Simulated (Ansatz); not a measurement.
**AlF3H2O: two geometries relaxed, part 1 of 2**

Are the two ends of the reaction (ligand exchange) separate minima, and which lies lower? Each is relaxed from a guess. Meant to form: Al1–F6, H7–O2; to break: Al1–O2, H7–F6. The start is a guess near the saddle point, from which both ends are pulled out.

All numbers below are computed with Ansatz 0.2.0 (RKS PBE0-D4/def2-SVP).

## (1) The starting structure

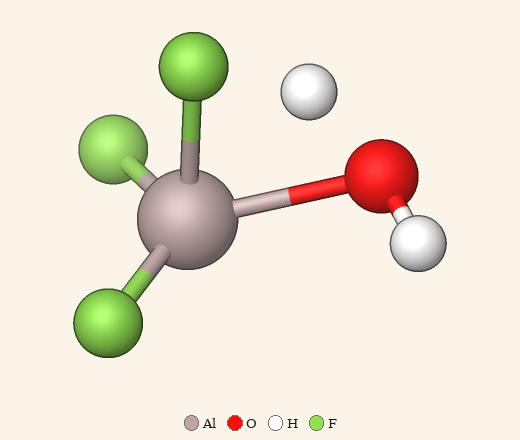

Start, viewed from a chosen angle; aluminium light grey, oxygen red, hydrogen white, fluorine green.

Coordinates:

```xyz
7

Al    0.0000    0.0000    0.0000
O     0.0000    0.0000    2.1300
H    -0.9095   -0.2814    2.4671
F     1.4635    0.0000   -0.8450
F    -1.4635    0.0000   -0.8450
F     0.0892    1.8864    0.6275
H     0.0593    1.2535    1.7062
```

## (2) A restrained relaxation towards end A

Springs on the bonds that form and break draw the guess towards this end; the thresholds are loose.

Contents of input.yaml:

```yaml
crystal:
  periodic: [false, false, false]
  atoms:
    - { symbol: Al, position_ang: [0.0, 0.0, 0.0] }
    - { symbol: O, position_ang: [0.0, 0.0, 2.13] }
    - { symbol: H, position_ang: [-0.9095, -0.2814, 2.4671] }
    - { symbol: F, position_ang: [1.4635, 0.0, -0.845] }
    - { symbol: F, position_ang: [-1.4635, 0.0, -0.845] }
    - { symbol: F, position_ang: [0.0892, 1.8864, 0.6275] }
    - { symbol: H, position_ang: [0.0593, 1.2535, 1.7062] }
basis:
  gaussian: { orbitals: def2-SVP }
hamiltonian:
  xc: pbe0
  dispersion: d4
relax:
  f_tol: 0.15
  max_steps: 25
  restrain:
    - { distance: [0, 5], at: 2.89, k: 30.0 }
    - { distance: [6, 1], at: 2.21, k: 30.0 }
    - { distance: [0, 1], at: 1.78, k: 30.0 }
    - { distance: [6, 5], at: 0.92, k: 30.0 }
output:
  orbitals: {}
```

Run with:

```bash
$ ansatz run input.yaml --threads 2 --pin off --max-ram 3072MiB --backend cpu --events-out ev --progress --plain --runs-dir out
```

Output, shortened:

```text
Warning: RAYON_NUM_THREADS=2 ignored (pool sized by the plan → 2); use --threads N
[...]
Functional definition: PBE0
[...]
829 factors; integrals over basis functions are off by at most 4.1e-4 eV
[...]
mean field -16809.07717018 eV, -617.7221924024 hartree, gradient 9.1e-6 eV, S^2 0.000000; 0 other end points of the search recorded, 0 dependent functions left out
[...]
reference -16809.07719929 eV, -617.7221934722 hartree; 25, 25 occupied and 59, 59 virtual orbitals, 829 factors
relax step   1: F+E_penalty+E_count = -16809.15873438 eV  Δ(F+E_penalty+E_count) = +0.000e0 eV  max|allowed force component| = 3.262e0 eV/Å  E_restraint = 27.39111252 eV  max|allowed force component, restraints' pulls added| = 2.919e1 eV/Å  Δτ_max = 0.0000 Å  (25 SCF iters, accepted)
[...]
relax step   3: F+E_penalty+E_count = -16809.08419561 eV  Δ(F+E_penalty+E_count) = -1.078e-1 eV  max|allowed force component| = 2.322e0 eV/Å  E_restraint = 2.83441898 eV  max|allowed force component, restraints' pulls added| = 8.948e0 eV/Å  Δτ_max = 0.1946 Å  (34 SCF iters, accepted)
[...]
relax step   5: F+E_penalty+E_count = -16809.45887991 eV  Δ(F+E_penalty+E_count) = -1.368e-1 eV  max|allowed force component| = 9.151e-1 eV/Å  E_restraint = 0.02928496 eV  max|allowed force component, restraints' pulls added| = 1.205e0 eV/Å  Δτ_max = 0.1948 Å  (32 SCF iters, accepted)
[...]
relax step   9: F+E_penalty+E_count = -16809.56528963 eV  Δ(F+E_penalty+E_count) = -2.957e-3 eV  max|allowed force component| = 1.195e0 eV/Å  E_restraint = 0.02281558 eV  max|allowed force component, restraints' pulls added| = 1.516e-2 eV/Å  Δτ_max = 0.0289 Å  (28 SCF iters, accepted)
  distance Al 0 - F 5 = 2.8754 Å
  distance H 6 - O 1 = 2.2028 Å
  distance Al 0 - O 1 = 1.7452 Å
  distance H 6 - F 5 = 0.9266 Å
829 factors; integrals over basis functions are off by at most 9.1e-4 eV
mean field -16809.47920822 eV, -617.7369670279 hartree, gradient 1.2e-5 eV, S^2 0.000000; 1 other end points of the search recorded, 0 dependent functions left out
[...]
reference -16809.47923738 eV, -617.7369680995 hartree; 25, 25 occupied and 59, 59 virtual orbitals, 829 factors
Total energy: -16809.56531879 eV, -617.7401315329 hartree
Atom 0 at    -0.064349    -0.230496     0.028773 Å, force     0.017569     0.398289     1.195100 eV/Å
Atom 1 at    -0.069015    -0.243550     1.773893 Å, force     0.037907     0.221235    -1.048981 eV/Å
Atom 2 at    -0.886114    -0.457573     2.232602 Å, force    -0.005194    -0.005283     0.009722 eV/Å
Atom 3 at     1.379081    -0.248133    -0.761692 Å, force     0.005162    -0.001526    -0.002522 eV/Å
Atom 4 at    -1.481832    -0.366977    -0.804629 Å, force     0.003985     0.002613    -0.002862 eV/Å
Atom 5 at     0.134534     2.465907     1.007483 Å, force    -0.050901    -0.281917    -0.316319 eV/Å
Atom 6 at     0.226695     1.939322     1.764370 Å, force    -0.008528    -0.333411     0.165862 eV/Å
Dipole moment:    -0.254018    -0.181131     0.530807 e Å
```

Run time: 7.2 s. Hardware: 2 threads of AMD EPYC 9R45 (Zen 5), shared host; peak memory 0.18 GiB.

Relaxation path:

```
step  energy from step 1 (eV)  largest force component (eV/Å)
   1                   0.0000                          3.2624
   2                   0.1824                          2.7993
   3                   0.0745                          2.3224
   4                  -0.1633                          1.5248
   5                  -0.3001                          0.9151
   6                  -0.3452                          0.9543
   7                  -0.3716                          1.8120
   8                  -0.4036                          1.1517
   9                  -0.4066                          1.1951
```

Step 1 is the start. Energies and forces in the table leave out the springs, which the log lists apart; the run stops on the force with the springs' pull added.

After: Bond lengths: Al1–O2 1.745 Å, O2–H3 0.961 Å, Al1–F4 1.646 Å, Al1–F5 1.650 Å, F6–H7 0.927 Å. Angles: Al1–O2–H3 118.8°, O2–Al1–F4 118.9°, O2–Al1–F5 120.1°, F4–Al1–F5 120.7°.

Pairs that crossed the distance rule for bonds on the way: came closer F6–H7; moved apart Al1–F6.

## (3) End point A

It starts where the restrained run ended.

Contents of input.yaml:

```yaml
crystal:
  periodic: [false, false, false]
  atoms:
    - { symbol: Al, position_ang: [-0.064349, -0.230496, 0.028773] }
    - { symbol: O, position_ang: [-0.069015, -0.24355, 1.773893] }
    - { symbol: H, position_ang: [-0.886114, -0.457573, 2.232602] }
    - { symbol: F, position_ang: [1.379081, -0.248133, -0.761692] }
    - { symbol: F, position_ang: [-1.481832, -0.366977, -0.804629] }
    - { symbol: F, position_ang: [0.134534, 2.465907, 1.007483] }
    - { symbol: H, position_ang: [0.226695, 1.939322, 1.76437] }
basis:
  gaussian: { orbitals: def2-SVP }
hamiltonian:
  xc: pbe0
  dispersion: d4
relax:
  f_tol: 0.03
  max_steps: 50
```

Run with:

```bash
$ ansatz run input.yaml --threads 2 --pin off --max-ram 3072MiB --backend cpu --events-out ev --progress --plain --runs-dir out
```

Output, shortened:

```text
Warning: RAYON_NUM_THREADS=2 ignored (pool sized by the plan → 2); use --threads N
[...]
[... 1 set-up line as earlier in the session ...]
[...]
828 factors; integrals over basis functions are off by at most 4.5e-4 eV
[...]
mean field -16809.47922134 eV, -617.7369675098 hartree, gradient 7.1e-5 eV, S^2 0.000000; 0 other end points of the search recorded, 0 dependent functions left out
[...]
reference -16809.47925046 eV, -617.7369685800 hartree; 25, 25 occupied and 59, 59 virtual orbitals, 828 factors
relax step   1: F+E_penalty+E_count = -16809.56530274 eV  Δ(F+E_penalty+E_count) = +0.000e0 eV  max|allowed force component| = 1.195e0 eV/Å  Δτ_max = 0.0000 Å  (24 SCF iters, accepted)
[...]
relax step   5: F+E_penalty+E_count = -16810.19827001 eV  Δ(F+E_penalty+E_count) = -3.618e-2 eV  max|allowed force component| = 8.744e-1 eV/Å  Δτ_max = 0.0673 Å  (29 SCF iters, accepted)
[...]
mean field -16811.08699870 eV, -617.7960522383 hartree, gradient 1.5e-5 eV, S^2 0.000000; 1 other end points of the search recorded, 0 dependent functions left out
[...]
reference -16811.08702850 eV, -617.7960533333 hartree; 25, 25 occupied and 59, 59 virtual orbitals, 830 factors
Total energy: -16811.17194277 eV, -617.7991738753 hartree
Atom 0 at     0.065019     0.495207    -0.063243 Å, force     0.000368    -0.000339    -0.002223 eV/Å
Atom 1 at    -0.047677     0.097821     1.840282 Å, force     0.000190    -0.000556     0.000127 eV/Å
Atom 2 at    -0.878363    -0.361061     2.035943 Å, force    -0.002808    -0.001931    -0.000386 eV/Å
Atom 3 at     1.426044    -0.260490    -0.630519 Å, force    -0.000442     0.001287    -0.000746 eV/Å
Atom 4 at    -1.411250    -0.183684    -0.436894 Å, force     0.000969    -0.000146     0.001338 eV/Å
Atom 5 at     0.125283     2.148406     0.145841 Å, force     0.000614    -0.001118     0.000000 eV/Å
Atom 6 at    -0.040055     0.922300     2.349391 Å, force     0.001109     0.002803     0.001889 eV/Å
Dipole moment:    -0.306042    -0.059709     1.048385 e Å
```

It took 15 s on 2 threads of AMD EPYC 9R45 (Zen 5), shared host; peak memory 0.18 GiB.

Step by step:

```
step  energy from step 1 (eV)  largest force component (eV/Å)
   1                   0.0000                          1.1954
   2                  -0.2004                          0.6166
   3                  -0.4247                          0.4978
   4                  -0.5968                          0.5509
   5                  -0.6330                          0.8744
   6                  -0.6914                          0.4042
   7                  -0.7032                          1.6905
  8x                  -0.2179                          7.9708
   9                  -0.8482                          1.0213
  10                  -1.0061                          1.3261
  11                  -1.1300                          3.7222
  12                  -1.3806                          1.9743
  13                  -1.4953                          1.6644
  14                  -1.5693                          0.6618
  15                  -1.5994                          0.3156
 16x                  -1.5347                          1.5032
  17                  -1.6017                          0.2777
  18                  -1.6062                          0.0319
  19                  -1.6066                          0.0028
```

Step 1 is the start. 2 steps were tried and not accepted (8, 16; marked x where the table lists them).

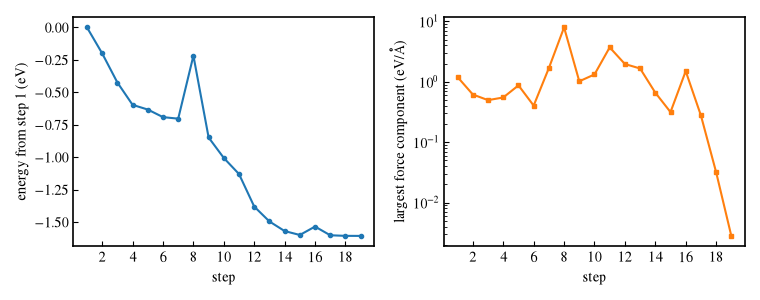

How energy and force went from step to step.

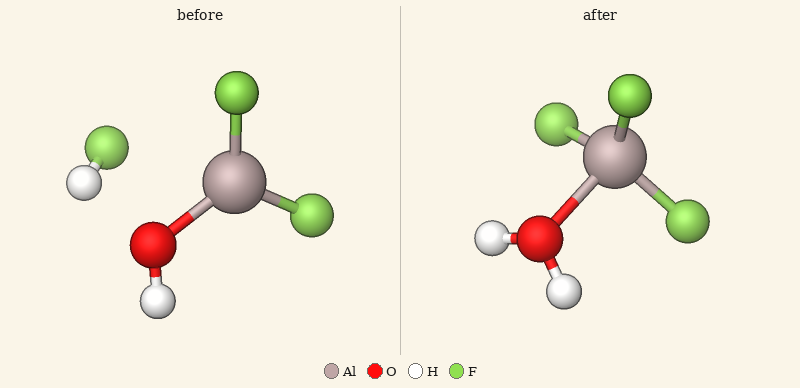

The structure before (left) and after (right), drawn at the same scale.

After: Bond lengths: Al1–O2 1.948 Å, O2–H3 0.969 Å, Al1–F4 1.657 Å, Al1–F5 1.667 Å, Al1–F6 1.667 Å, O2–H7 0.969 Å. Angles: Al1–O2–H3 110.1°, Al1–O2–H7 109.8°, H3–O2–H7 107.7°, O2–Al1–F4 106.8°, O2–Al1–F5 94.9°, O2–Al1–F6 94.7°, F4–Al1–F5 117.7°, F4–Al1–F6 117.7°, F5–Al1–F6 117.6°.

Pairs that crossed the distance rule for bonds on the way: came closer Al1–F6, O2–H7; moved apart F6–H7.

(Continued in part 2 of 2.)
